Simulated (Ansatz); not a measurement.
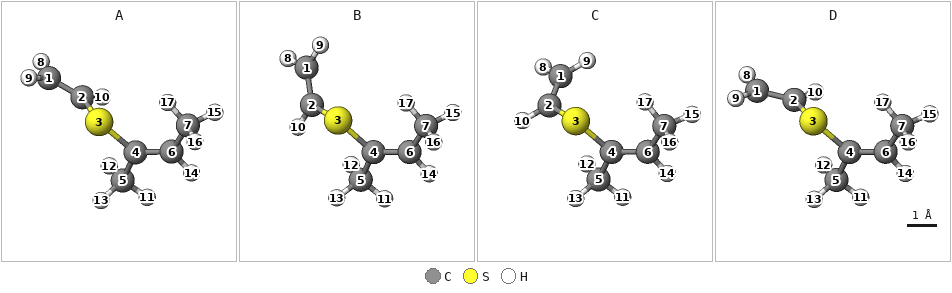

4 geometries from a converged minimum-energy path of C$_{6}$H$_{10}$S, shuffled. Style: ball-and-stick. Shown from a free direction.

The calculation used RKS PBE0/6-31G* in Ansatz 0.2.0. Set-up: 9 movable images; climbing image; force threshold 0.05 eV/Å; iteration limit 56; starting path through a guess of the saddle point.

Q: One of them is the converged climbing image. Which?

A: C. In order along the path, whose images run from 0 to 10: D (image 0, 0.00 kcal/mol), A (image 1, +0.30 kcal/mol), B (image 5, +1.57 kcal/mol), C (image 7, +2.62 kcal/mol). The motion is a rotation about the C2–S3 bond by about 200°. No bond forms or breaks between the ends.

The run took 10 min on 2 threads of INTEL(R) XEON(R) PLATINUM 8581C CPU @ 2.30GHz (Emerald Rapids), with other jobs on the host, peak memory 0.44 GiB.
